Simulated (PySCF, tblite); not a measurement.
# CH₁₀N₃Si₃ radical, a small gas-phase stand-in for a defect centre (nitride 3-ring): EPR parameters

Aim: the EPR parameters of `[CH2][SiH]1N[SiH2]N[SiH2]N1`. It is drawn as: carbon radical.

Programs: tblite 0.8.0 and PySCF 2.14.0. All values are calculated, for the isolated system unless a continuum is named. Atoms count from 0, parts from 1.

## 1. Starting point

17 atoms, charge 0, multiplicity 2; geometry: distance geometry start.

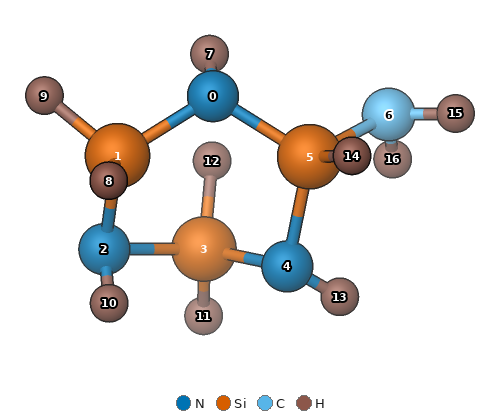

The starting geometry (nitrogen blue, silicon orange, carbon blue, hydrogen brown), atoms numbered.

## 2. Geometry optimisation with GFN2-xTB

Job settings and geometry (Å):

```
{"job": {"kind": "relax", "xc": "GFN2-xTB", "basis": "xTB"}, "charge": 0, "multiplicity": 2}
N      0.403196     1.479371     0.147174
Si    -1.288099     1.607765     0.641987
N     -2.300794     0.185596     0.130611
Si    -1.083414    -0.926651    -0.628593
N      0.024349    -1.352026     0.719472
Si     1.230571     0.018276     0.688071
C      2.466435    -0.524959    -0.602843
H      0.595176     1.739330    -0.821978
H     -1.444738     1.863316     2.059024
H     -1.826359     2.806354    -0.057146
H     -2.589707    -0.302140     0.985000
H     -1.713991    -2.100681    -1.210311
H     -0.356258    -0.109947    -1.618609
H      0.449687    -2.251854     0.640743
H      1.941326     0.160960     1.950258
H      3.411528    -0.871703    -0.097523
H      2.083300    -1.398863    -1.137388
```

With the program's defaults for keys left out, this is: GFN2-xTB geometry optimisation, gas phase.

The run is started by

```bash
OMP_NUM_THREADS=1 python cluster_run.py task.json out
```

This one command runs all jobs of the session in turn.

What it wrote:

```text
step      E/eV     max force
  0    -576.65868    2.451
  1    -576.91041    1.724
  2    -577.15496    1.226
  3    -577.25792    0.898
  4    -577.37807    0.576
  5    -577.42233    0.604
  6    -577.49900    0.538
  7    -577.55823    0.555
  8    -577.59720    0.460
  9    -577.62653    0.426
 10    -577.66154    0.490
 11    -577.70411    0.542
 12    -577.74665    0.448
 13    -577.77823    0.408
 14    -577.79913    0.402
 15    -577.82365    0.512
 16    -577.86099    0.623
 17    -577.89707    0.630
 18    -577.92115    0.365
 19    -577.94672    0.559
 20    -577.97411    0.591
 21    -578.01979    0.657
 22    -578.05123    0.439
 23    -578.07148    0.327
 24    -578.08115    0.519
 25    -578.09474    0.343
 26    -578.12283    0.276
 27    -578.13943    0.290
 28    -578.15665    0.341
 29    -578.17123    0.410
 30    -578.17584    0.500
 31    -578.18630    0.242
 32    -578.19051    0.182
 33    -578.19905    0.173
 34    -578.20643    0.154
 35    -578.21186    0.139
 36    -578.21479    0.131
 37    -578.21681    0.098
 38    -578.21888    0.126
 39    -578.22106    0.135
 40    -578.22305    0.109
 41    -578.22468    0.099
 42    -578.22601    0.082
 43    -578.22713    0.072
 44    -578.22812    0.068
 45    -578.22898    0.084
 46    -578.22973    0.072
 47    -578.23043    0.060
 48    -578.23118    0.071
 49    -578.23219    0.091
 50    -578.23357    0.091
 51    -578.23497    0.086
 52    -578.23592    0.072
 53    -578.23644    0.072
 54    -578.23695    0.067
 55    -578.23761    0.062
 56    -578.23911    0.068
 57    -578.24004    0.062
 58    -578.24109    0.067
 59    -578.24193    0.076
 60    -578.24258    0.067
 61    -578.24310    0.066
 62    -578.24357    0.056
 63    -578.24417    0.071
 64    -578.24478    0.061
 65    -578.24530    0.047
 66    -578.24558    0.035
 67    -578.24574    0.025
 68    -578.24592    0.034
 69    -578.24611    0.039
 70    -578.24629    0.036
 71    -578.24648    0.034
 72    -578.24663    0.023
 73    -578.24673    0.017
 74    -578.24680    0.019
 75    -578.24686    0.018
 76    -578.24697    0.025
 77    -578.24713    0.031
 78    -578.24731    0.036
 79    -578.24744    0.032
 80    -578.24752    0.025
 81    -578.24756    0.015
 82    -578.24761    0.014
 83    -578.24765    0.017
 84    -578.24768    0.021
 85    -578.24772    0.018
 86    -578.24778    0.026
 87    -578.24783    0.025
 88    -578.24787    0.016
 89    -578.24790    0.015
 90    -578.24792    0.013
 91    -578.24796    0.016
 92    -578.24803    0.024
 93    -578.24813    0.031
 94    -578.24823    0.029
 95    -578.24832    0.023
 96    -578.24838    0.024
 97    -578.24844    0.021
 98    -578.24851    0.017
 99    -578.24859    0.025
100    -578.24871    0.032
101    -578.24887    0.036
102    -578.24904    0.042
103    -578.24917    0.030
104    -578.24924    0.017
105    -578.24932    0.022
106    -578.24944    0.031
107    -578.24958    0.043
108    -578.24972    0.034
109    -578.24980    0.023
110    -578.24986    0.021
111    -578.24992    0.024
112    -578.25000    0.034
113    -578.25009    0.031
114    -578.25018    0.019
115    -578.25024    0.017
116    -578.25027    0.014
117    -578.25031    0.013
118    -578.25033    0.016
119    -578.25036    0.013
120    -578.25038    0.015
121    -578.25041    0.017
122    -578.25045    0.015
123    -578.25049    0.015
124    -578.25052    0.016
125    -578.25054    0.015
126    -578.25056    0.017
127    -578.25059    0.013
128    -578.25062    0.011
129    -578.25067    0.021
130    -578.25073    0.026
131    -578.25079    0.023
132    -578.25086    0.017
133    -578.25093    0.019
134    -578.25102    0.027
135    -578.25112    0.052
136    -578.25110    0.064
137    -578.25139    0.037
138    -578.25156    0.050
139    -578.25188    0.053
140    -578.25219    0.059
141    -578.25269    0.067
142    -578.25315    0.100
143    -578.25150    0.235
144    -578.25363    0.069
145    -578.25375    0.059
146    -578.25398    0.025
147    -578.25417    0.044
148    -578.25436    0.055
149    -578.25466    0.057
150    -578.25492    0.056
151    -578.25521    0.069
152    -578.25551    0.067
153    -578.25586    0.087
154    -578.25629    0.058
155    -578.25667    0.070
156    -578.25697    0.040
157    -578.25715    0.041
158    -578.25743    0.044
159    -578.25777    0.042
160    -578.25816    0.037
161    -578.25847    0.034
162    -578.25868    0.025
163    -578.25880    0.062
164    -578.25897    0.048
165    -578.25915    0.028
166    -578.25936    0.033
167    -578.25949    0.043
168    -578.25966    0.045
169    -578.25980    0.037
170    -578.25995    0.040
171    -578.26010    0.031
172    -578.26026    0.033
173    -578.26042    0.048
174    -578.26059    0.047
175    -578.26083    0.049
176    -578.26107    0.032
177    -578.26119    0.037
178    -578.26136    0.029
179    -578.26148    0.030
180    -578.26163    0.023
181    -578.26176    0.043
182    -578.26187    0.020
183    -578.26193    0.038
184    -578.26200    0.039
185    -578.26208    0.036
186    -578.26219    0.028
187    -578.26229    0.018
188    -578.26237    0.030
189    -578.26243    0.027
190    -578.26249    0.018
191    -578.26258    0.024
192    -578.26264    0.015
193    -578.26270    0.019
194    -578.26277    0.019
195    -578.26285    0.015
196    -578.26292    0.017
197    -578.26297    0.018
198    -578.26302    0.021
199    -578.26309    0.023
200    -578.26316    0.042
201    -578.26316    0.042
202    -578.26388    0.047
203    -578.26426    0.062
204    -578.26449    0.106
205    -578.26477    0.110
206    -578.26315    0.257
207    -578.26519    0.124
208    -578.26473    0.188
209    -578.26582    0.040
210    -578.26588    0.145
211    -578.26636    0.054
212    -578.26681    0.062
213    -578.26736    0.121
214    -578.26813    0.053
215    -578.26710    0.305
216    -578.26720    0.167
217    -578.24697    0.723
218    -578.26647    0.241
219    -578.26828    0.152
220    -578.26741    0.269
221    -578.26855    0.145
222    -578.26926    0.091
223    -578.26919    0.136
224    -578.26962    0.078
225    -578.26953    0.087
226    -578.27005    0.067
227    -578.27021    0.050
228    -578.27051    0.045
229    -578.27014    0.148
230    -578.27099    0.050
231    -578.27123    0.055
232    -578.27155    0.060
233    -578.27175    0.068
234    -578.27195    0.069
235    -578.27229    0.041
236    -578.27240    0.042
237    -578.27255    0.038
238    -578.27244    0.098
239    -578.27272    0.041
240    -578.27279    0.031
241    -578.27290    0.028
242    -578.27297    0.021
243    -578.27305    0.024
244    -578.27308    0.014
245    -578.27309    0.028
246    -578.27310    0.008
```

It took 6.4 s on 1 thread of Arm Neoverse V1, shared host.

Step by step:

| step | energy from step 0 (eV) | largest force (eV/Å) |
| --- | --- | --- |
| 0 | 0.0000 | 2.4508 |
| 10 | -1.0029 | 0.4905 |
| 20 | -1.3154 | 0.5903 |
| 30 | -1.5172 | 0.5004 |
| 40 | -1.5644 | 0.1091 |
| 50 | -1.5749 | 0.0903 |
| 60 | -1.5839 | 0.0672 |
| 70 | -1.5876 | 0.0359 |
| 80 | -1.5888 | 0.0248 |
| 90 | -1.5892 | 0.0130 |
| 100 | -1.5900 | 0.0316 |
| 110 | -1.5912 | 0.0204 |
| 120 | -1.5917 | 0.0144 |
| 130 | -1.5920 | 0.0260 |
| 140 | -1.5935 | 0.0596 |
| 150 | -1.5962 | 0.0560 |
| 160 | -1.5995 | 0.0367 |
| 170 | -1.6013 | 0.0404 |
| 180 | -1.6029 | 0.0227 |
| 190 | -1.6038 | 0.0185 |
| 200 | -1.6045 | 0.0415 |
| 210 | -1.6072 | 0.1448 |
| 220 | -1.6087 | 0.2686 |
| 230 | -1.6123 | 0.0502 |
| 240 | -1.6141 | 0.0310 |
| 246 | -1.6144 | 0.0077 |

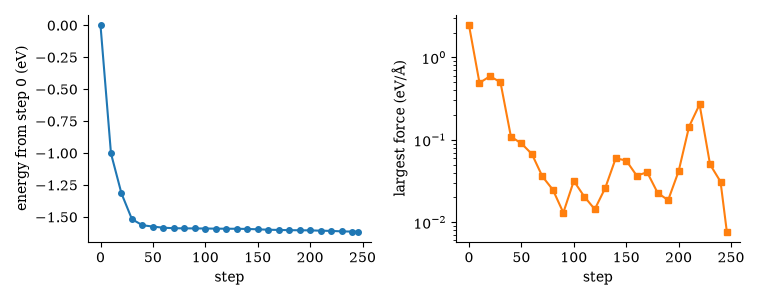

Energy and largest force along the relaxation.

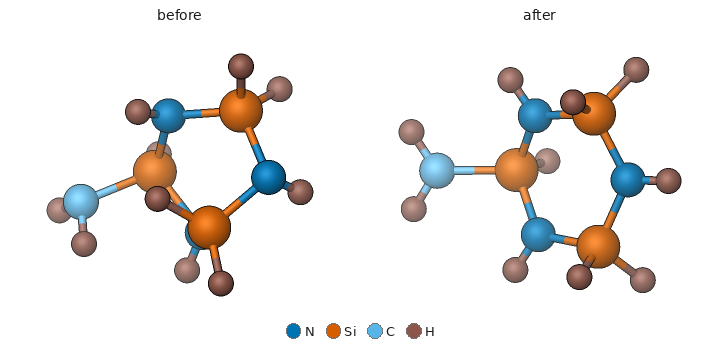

The geometry before (left) and after (right).

Close pairs (by a distance rule), those that changed most:

| bond | before (Å) | after (Å) | change (Å) |
| --- | --- | --- | --- |
| N4–Si5 | 1.826 | 1.731 | -0.095 |
| Si1–N2 | 1.819 | 1.726 | -0.093 |
| N2–Si3 | 1.815 | 1.726 | -0.089 |
| Si3–N4 | 1.796 | 1.723 | -0.073 |
| C6–H15 | 1.126 | 1.075 | -0.052 |
| N0–Si1 | 1.767 | 1.723 | -0.044 |
| N0–Si5 | 1.764 | 1.731 | -0.033 |
| Si5–H14 | 1.456 | 1.480 | +0.024 |

## 3. Geometry optimisation at PBE0-D3(BJ)/def2-SVP

Job settings and geometry (Å):

```
{"job": {"xc": "PBE0", "basis": "def2-SVP", "d3": "d3bj", "grid": 2, "kind": "geom", "shake": 0.01}, "charge": 0, "multiplicity": 2}
N      0.371865     1.366769     0.060037
Si    -1.365731     1.551907    -0.056134
N     -2.046410    -0.015084     0.208121
Si    -1.321773    -1.553728    -0.169683
N      0.354284    -1.392712    -0.084797
Si     1.245834    -0.014179     0.499260
C      2.915036     0.020423    -0.323479
H      0.897707     2.236707    -0.103859
H     -1.893025     2.432940     1.024735
H     -1.691771     2.086382    -1.377162
H     -3.018146    -0.024910     0.435010
H     -1.860396    -2.497240     0.848278
H     -1.726302    -1.992630    -1.535922
H      0.874584    -2.201298    -0.302017
H      1.365604    -0.097040     1.975269
H      3.452397    -0.855444    -0.560198
H      3.436729     0.948938    -0.517369
```

What it wrote:

```text
step   0  E = -1075.93381918  max force = 0.033085
step   1  E = -1075.94177673  max force = 0.006166
step   2  E = -1075.94254058  max force = 0.002261
step   3  E = -1075.94279219  max force = 0.001653
step   4  E = -1075.94302625  max force = 0.001654
step   5  E = -1075.94349212  max force = 0.003781
step   6  E = -1075.94396162  max force = 0.005270
step   7  E = -1075.94438071  max force = 0.003960
step   8  E = -1075.94475021  max force = 0.002032
step   9  E = -1075.94483580  max force = 0.001690
step  10  E = -1075.94499038  max force = 0.001268
step  11  E = -1075.94505171  max force = 0.000926
step  12  E = -1075.94512509  max force = 0.000752
step  13  E = -1075.94515912  max force = 0.000791
step  14  E = -1075.94517672  max force = 0.000747
step  15  E = -1075.94518560  max force = 0.000480
step  16  E = -1075.94519167  max force = 0.000327
optimisation converged
```

Run time: 7.9 min. Hardware: 1 thread of Arm Neoverse V1, shared host; peak memory 0.93 GiB.

Relaxation path:

| step | energy from step 0 (eV) | largest force component (eV/Å) |
| --- | --- | --- |
| 0 | 0.0000 | 1.7013 |
| 1 | -0.2165 | 0.3171 |
| 2 | -0.2373 | 0.1163 |
| 3 | -0.2442 | 0.0850 |
| 4 | -0.2505 | 0.0851 |
| 5 | -0.2632 | 0.1944 |
| 6 | -0.2760 | 0.2710 |
| 7 | -0.2874 | 0.2036 |
| 8 | -0.2974 | 0.1045 |
| 9 | -0.2998 | 0.0869 |
| 10 | -0.3040 | 0.0652 |
| 11 | -0.3057 | 0.0476 |
| 12 | -0.3076 | 0.0387 |
| 13 | -0.3086 | 0.0407 |
| 14 | -0.3091 | 0.0384 |
| 15 | -0.3093 | 0.0247 |
| 16 | -0.3095 | 0.0168 |

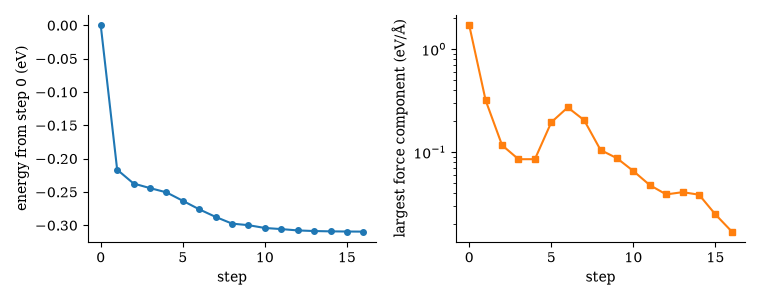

Energy and force, step by step.

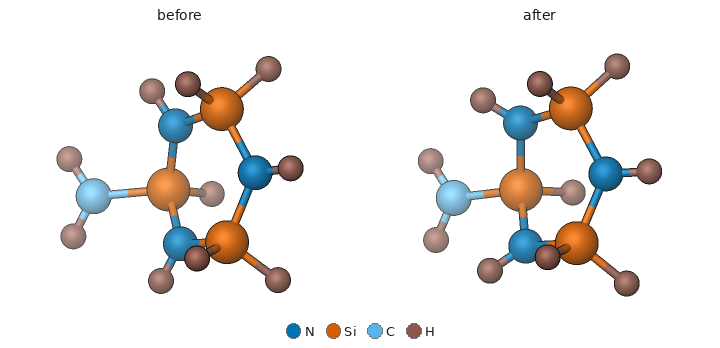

The geometry before (left) and after (right).

Distances of close pairs at the start and the end, largest changes first:

| bond | before (Å) | after (Å) | change (Å) |
| --- | --- | --- | --- |
| N0–Si5 | 1.692 | 1.750 | +0.058 |
| Si3–N4 | 1.686 | 1.735 | +0.049 |
| C6–H15 | 1.054 | 1.096 | +0.042 |
| Si1–H9 | 1.462 | 1.499 | +0.037 |
| N4–H13 | 0.986 | 1.015 | +0.029 |
| N2–H10 | 0.998 | 1.016 | +0.018 |
| Si1–N2 | 1.729 | 1.745 | +0.017 |
| N0–Si1 | 1.751 | 1.735 | -0.016 |

The end geometry stands in the next job.

| at the end point | value |
| --- | --- |
| rotational constants (GHz, main isotopes) | 2.026, 1.390, 0.886 |
| dipole moment (D) | 1.34 |
| ⟨S²⟩ | 0.754 |

## 4. EPR parameters: B3LYP/IGLO-III+pcH-1

Job settings and geometry (Å):

```
{"job": {"kind": "epr"}, "charge": 0, "multiplicity": 2}
N      0.370368     1.440565    -0.091725
Si    -1.359216     1.576737    -0.079804
N     -1.930685    -0.019182     0.335691
Si    -1.362376    -1.573158    -0.219204
N      0.367206    -1.438036    -0.225418
Si     1.131706    -0.028857     0.476630
C      2.916267    -0.007789    -0.004844
H      0.901999     2.028540    -0.725876
H     -1.931949     2.496191     0.953711
H     -1.805230     2.086732    -1.417287
H     -2.696801    -0.047206     1.002044
H     -1.933701    -2.578070     0.732190
H     -1.812144    -1.964212    -1.594902
H      0.892614    -1.954290    -0.923996
H      0.973851    -0.101163     1.960733
H      3.509778    -0.923123    -0.111118
H      3.492845     0.918651    -0.107354
```

Method: UKS B3LYP, IGLO-III on C N Si, pcH-1 on H, non-relativistic, mean-field spin-orbit, GIAO.

What it wrote:

```text
UKS, coarse grid
  cycle   1  E = -1077.01412514  |g| = 6.12e-01
  cycle   2  E = -1076.78782281  |g| = 9.31e-01
  cycle   3  E = -1077.15583896  |g| = 8.57e-02
  cycle   4  E = -1077.15884668  |g| = 3.12e-02
  cycle   5  E = -1077.15929125  |g| = 7.50e-03
  cycle   6  E = -1077.15932061  |g| = 2.38e-03
  cycle   7  E = -1077.15932320  |g| = 1.47e-03
  cycle   8  E = -1077.15932388  |g| = 4.75e-04
UKS, final grid
  cycle   1  E = -1077.15930313  |g| = 6.53e-04
  cycle   2  E = -1077.15930284  |g| = 1.07e-03
  cycle   3  E = -1077.15930332  |g| = 8.06e-05
  cycle   4  E = -1077.15930332  |g| = 2.31e-05
E = -1077.15930332 Eh   <S^2> = 0.7535 (exact 0.7500)
g shifts (ppm)      1          2          3
  rmc          -124       -124       -124
  gc             -1         20         31
  oz_so          82        569        648
  total         -42        465        556
hyperfine (MHz)  atom isotope    a_iso     a_fc   dipolar eigenvalues
    0   14N       1.70       1.70     -0.55     -0.46      1.01
    1  29Si       0.81       0.81     -0.39      0.16      0.23
    2   14N       0.06       0.06     -0.17     -0.09      0.26
    3  29Si       0.41       0.41     -0.53      0.22      0.30
    4   14N       2.51       2.51     -0.59     -0.54      1.13
    5  29Si      46.65      46.73     -1.36     -0.73      2.09
    6   13C      75.10      75.25    -74.58    -74.49    149.07
    7    1H      -0.82      -0.82     -3.11     -2.12      5.23
    8    1H       1.23       1.23     -0.49     -0.46      0.95
    9    1H      -0.19      -0.19     -0.55     -0.50      1.05
   10    1H      -0.19      -0.19     -0.59     -0.41      0.99
   11    1H       1.28       1.28     -0.49     -0.46      0.95
   12    1H      -0.07      -0.07     -0.56     -0.50      1.06
   13    1H      -0.78      -0.79     -3.33     -2.03      5.36
   14    1H      56.53      56.53     -3.73     -1.41      5.14
   15    1H     -57.25     -57.26    -36.22     -0.85     37.07
   16    1H     -57.31     -57.32    -36.24     -0.82     37.06
```

Wall time 2.6 min (1 thread of Arm Neoverse V1, shared host); peak memory 1.6 GiB.

Principal g values 2.00228, 2.00278, 2.00287; g(iso) = 2.00265, against 2.00232 for a free electron.

Mean a(iso) over the nuclei that a row names, and the largest dipolar term of the row (other rows stand at the frozen geometry):

| nuclei | isotope | a(iso) (MHz) | a(iso) (G, at g = 2.0023) | largest dipolar term (MHz) |
| --- | --- | --- | --- | --- |
| C6 | 13C | 75.1 | 26.8 | 149.1 |
| H16 | 1H | -57.3 | -20.4 | 37.1 |
| H15 | 1H | -57.2 | -20.4 | 37.1 |
| H14 | 1H | 56.5 | 20.2 | 5.1 |
| Si5 | 29Si | 46.7 | 16.6 | 2.1 |
| N0, N4 | 14N | 2.1 | 0.8 | 1.1 |
| H8, H11 | 1H | 1.3 | 0.4 | 1.0 |
| H7 | 1H | -0.8 | -0.3 | 5.2 |
| H13 | 1H | -0.8 | -0.3 | 5.4 |
| Si1, Si3 | 29Si | 0.6 | 0.2 | -0.5 |
| H10 | 1H | -0.2 | -0.1 | 1.0 |
| H9 | 1H | -0.2 | -0.1 | 1.1 |
| H12 | 1H | -0.1 | 0.0 | 1.1 |
| N2 | 14N | 0.1 | 0.0 | 0.3 |

Mulliken spin populations:

N0 0.00; Si1 0.00; N2 0.00; Si3 0.00; N4 0.00; Si5 0.00; C6 1.05; H7 0.00; H8 0.00; H9 0.00; H10 0.00; H11 0.00; H12 0.00; H13 0.00; H14 0.03; H15 -0.05; H16 -0.05

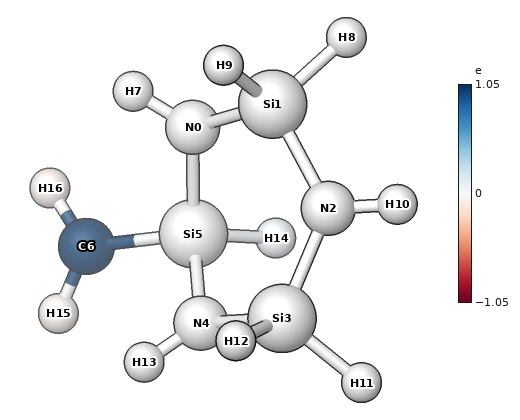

Mulliken spin populations, as colours on the atoms.

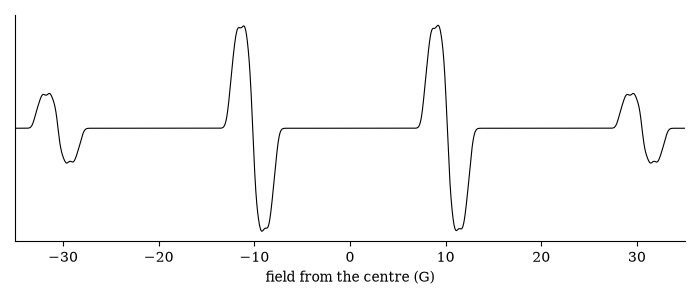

First-order isotropic spectrum (first derivative, main isotopes with spin only, couplings over 0.8 MHz, Gaussian width 0.3 G; couplings of the frozen geometry, rotation of groups not averaged beyond the rows shown).

## 5. g tensor and hyperfine couplings: BHandHLYP/IGLO-III+pcH-1

Settings changed since step 4:

```diff
@@ -1,2 +1,2 @@
-{"job": {"kind": "epr"}, "charge": 0, "multiplicity": 2}
+{"job": {"kind": "epr", "xc": "BHandHLYP"}, "charge": 0, "multiplicity": 2}
 N      0.370368     1.440565    -0.091725
```

Method: UKS BHandHLYP, IGLO-III on C N Si, pcH-1 on H, non-relativistic, mean-field spin-orbit, GIAO.

What it wrote:

```text
UKS, coarse grid
  cycle   1  E = -1076.88047489  |g| = 4.69e-01
  cycle   2  E = -1076.88295525  |g| = 4.74e-01
  cycle   3  E = -1076.97312934  |g| = 4.99e-02
  cycle   4  E = -1076.97436369  |g| = 1.49e-02
  cycle   5  E = -1076.97446825  |g| = 3.77e-03
  cycle   6  E = -1076.97448230  |g| = 1.88e-03
  cycle   7  E = -1076.97448483  |g| = 8.31e-04
UKS, final grid
  cycle   1  E = -1076.97447595  |g| = 8.40e-04
  cycle   2  E = -1076.97447593  |g| = 9.91e-04
  cycle   3  E = -1076.97447633  |g| = 1.10e-04
  cycle   4  E = -1076.97447635  |g| = 3.71e-05
  cycle   5  E = -1076.97447636  |g| = 7.08e-06
E = -1076.97447636 Eh   <S^2> = 0.7547 (exact 0.7500)
g shifts (ppm)      1          2          3
  rmc          -123       -123       -123
  gc             -1         20         32
  oz_so          66        532        618
  total         -58        429        527
hyperfine (MHz)  atom isotope    a_iso     a_fc   dipolar eigenvalues
    0   14N       1.55       1.55     -0.48     -0.40      0.88
    1  29Si       0.86       0.86     -0.35      0.15      0.20
    2   14N       0.07       0.07     -0.13     -0.06      0.19
    3  29Si       0.50       0.50     -0.46      0.20      0.27
    4   14N       2.33       2.33     -0.52     -0.48      1.00
    5  29Si      55.71      55.79     -1.90     -1.04      2.95
    6   13C      95.99      96.15    -73.92    -73.53    147.45
    7    1H      -0.74      -0.74     -3.07     -2.25      5.33
    8    1H       0.96       0.96     -0.48     -0.45      0.93
    9    1H      -0.24      -0.24     -0.55     -0.50      1.05
   10    1H      -0.15      -0.15     -0.54     -0.41      0.95
   11    1H       1.03       1.03     -0.49     -0.46      0.94
   12    1H      -0.17      -0.17     -0.56     -0.50      1.06
   13    1H      -0.71      -0.71     -3.29     -2.16      5.44
   14    1H      51.29      51.29     -3.65     -1.58      5.23
   15    1H     -66.16     -66.17    -37.06     -0.86     37.93
   16    1H     -66.27     -66.28    -37.08     -0.83     37.91
```

Wall time 2.9 min (1 thread of Arm Neoverse V1, shared host); peak memory 1.5 GiB.

In short: g(iso) 2.00262.

## 6. Run by run: EPR parameters

g, ⟨S²⟩ and isotropic hyperfine couplings (MHz), with basis size and wall time:

| run | g(iso) | ⟨S²⟩ | 13C C6 | 1H H16 | 1H H15 | 1H H14 | 29Si Si5 | functions | time |
| --- | --- | --- | --- | --- | --- | --- | --- | --- | --- |
| B3LYP/IGLO-III+pcH-1 | 2.00265 | 0.753 | 75.1 | -57.3 | -57.2 | 56.5 | 46.7 | 372 | 2.6 min |
| BHandHLYP/IGLO-III+pcH-1 | 2.00262 | 0.755 | 96.0 | -66.3 | -66.2 | 51.3 | 55.7 | 372 | 2.9 min |

## 7. Summary of results

| quantity | value |
| --- | --- |
| rotational constants (main isotopes) | 2.03, 1.39, 0.89 GHz |
| g(iso) (B3LYP) | 2.00265 |
| ⟨S²⟩ | 0.753 (exact 0.75) |
| largest a(iso) (averaged by class) | 13C on C6, 75.1 MHz |

**Reading.** The start of the PBE0/def2-SVP relaxation was shaken at random by about 0.01 Å, so part of the energy gained, and of the first lengths quoted, undoes that. The optimisation took 16 steps and gained 0.309 eV; among the close pairs (by a distance rule), N0–Si5 changed most, from 1.692 to 1.750 Å (PBE0/def2-SVP). Most of the unpaired spin sits on C6 (1.05 e). The isotropic g lies 0.3 ppt above the free-electron value. The coupling of 13C on C6 runs from 75.1 (B3LYP/IGLO-III+pcH-1) to 96.0 MHz (BHandHLYP/IGLO-III+pcH-1). A capped cluster stands for the solid here, so long-range fields and strain are missing, and bands or shifts of the capping hydrogens have no counterpart in it.
